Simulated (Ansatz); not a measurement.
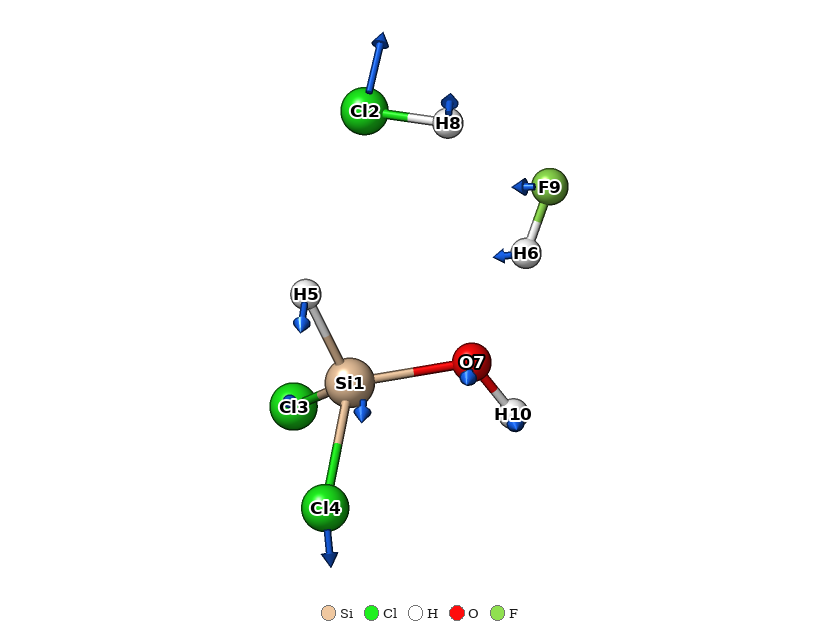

The arrows show one normal mode. Harmonic vibrations computed with RKS PBE0-D4/def2-TZVP (Ansatz 0.2.0) at a stationary point of the same level.

At what wavenumber does it lie?

Answer. 44 cm⁻¹; it is mode 3 of 24 counted from the lowest.
